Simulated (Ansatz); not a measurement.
BH8PSi2

Input

```
crystal:
  periodic: [false, false, false]
  atoms:
    - {symbol: B, position_ang: [0.659372, 2.133914, 0.820135]}
    - {symbol: P, position_ang: [0.516516, 1.061419, -0.696881]}
    - {symbol: Si, position_ang: [-0.737701, -0.714314, -0.067019]}
    - {symbol: Si, position_ang: [-0.735251, -2.258512, -1.838487]}
    - {symbol: H, position_ang: [-0.345825, 2.390259, 1.432506]}
    - {symbol: H, position_ang: [1.704026, 2.661225, 1.102259]}
    - {symbol: H, position_ang: [1.805280, 0.491582, -0.881901]}
    - {symbol: H, position_ang: [-2.107151, -0.175264, 0.172980]}
    - {symbol: H, position_ang: [-0.253630, -1.362611, 1.188363]}
    - {symbol: H, position_ang: [-1.317440, -1.621788, -3.055319]}
    - {symbol: H, position_ang: [-1.530732, -3.472063, -1.487714]}
    - {symbol: H, position_ang: [0.669208, -2.670681, -2.132642]}
basis:
  gaussian:
    orbitals: def2-TZVPD
hamiltonian:
  xc: {name: PBE0}
output: {forces: true, orbitals: {seedname: orbitals}}
```

Run with:

```sh
ansatz run input.yaml --threads 2 --pin off --max-ram 4350MiB --events-out events.jsonl --progress --plain --runs-dir runs
```

Geometry: B3LYP-D3(BJ)/def2-SVP.

Method: isolated molecule in a Gaussian basis; Kohn-Sham density functional theory, functional PBE0 (Ansatz 0.2.0).

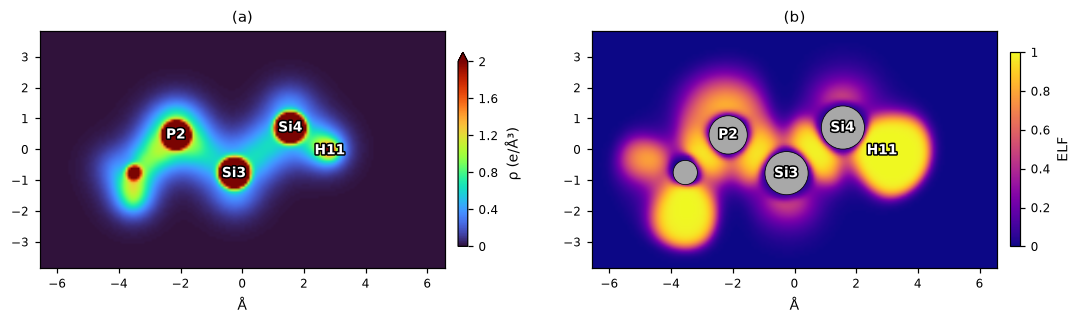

Figure 1. (a) total electron density; (b) electron localisation function on the plane of atoms Si3, Si4 and H11. Grey discs cover the atomic cores in the ELF map.

Q: What do the fields say about this system?

A:
- The plane passes through P, Si and H nuclei.
- Si–P (2.26 Å): ρ is about 0.69 e/Å³ halfway, with its minimum of 0.62 e/Å³ about 0.8 Å from Si; the ELF peaks at about 0.95 between the atoms; localised, covalent bonding.
- Si–Si (2.35 Å): ρ is about 0.63 e/Å³ halfway; the ELF peaks at about 1 between the atoms; a shared electron pair.
- Si–H (1.49 Å): ρ at the midpoint is about 0.79 e/Å³; the ELF climbs to about 1 towards the hydrogen, as it does in any bond to H.

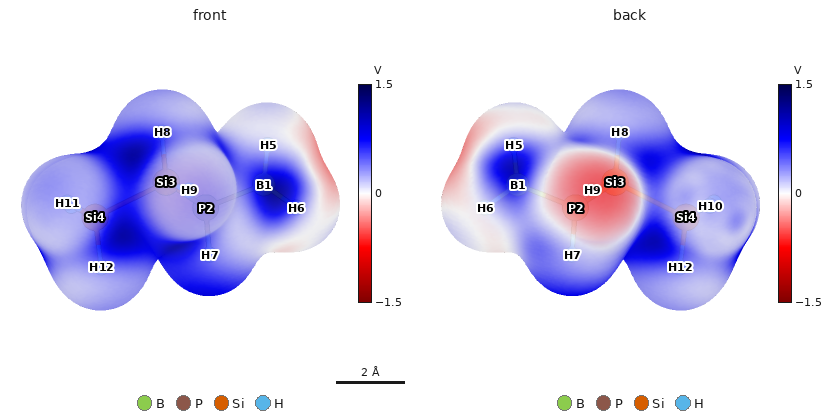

Figure 2. The electrostatic potential painted on the density surface at 0.002 e/bohr³, seen from the front and from behind; red is negative and blue positive.

Q: Describe the electrostatic potential map.

A: The most negative region (about −0.5 V) lies over P2, the most positive (about +1.1 V) over B1, Si3 and Si4.

Q: How polar is the molecule by this calculation?

A: Its dipole moment is 0.92 D.

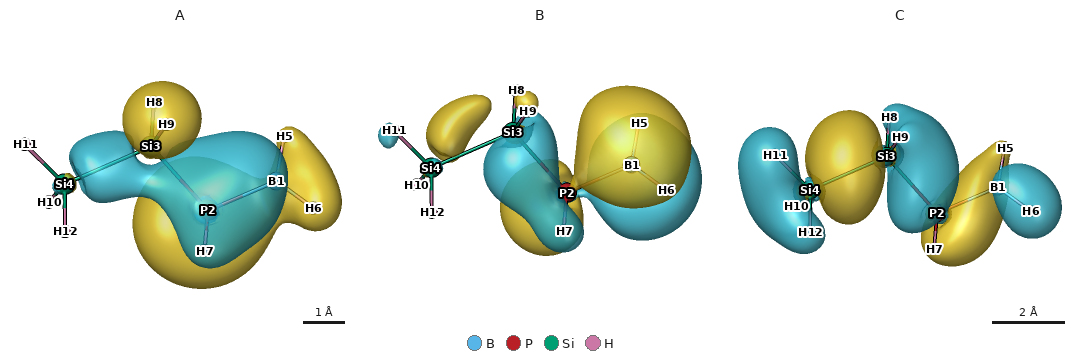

Figure 3. Three frontier orbitals at ±0.06 Å⁻³ᐟ² (yellow and cyan are the two phases), in no order.

Q: Order the three orbitals by energy and name them.

A: C is the HOMO−1 (−8.25 eV). It lies mainly on Si3 (about 30 %), Si4 (about 25 %), P2 (about 20 %) and B1 (about 10 %). A is the HOMO (−7.41 eV). By Hirshfeld shares it lies mainly on P2 (about 60 %), B1 (about 15 %) and Si3 (about 10 %). B is the LUMO (−1.90 eV). By Hirshfeld shares it lies mainly on B1 (about 50 %), P2 (about 20 %) and Si3 (about 10 %).

Q: What is the HOMO–LUMO gap?

A: 5.51 eV between the orbital energies.
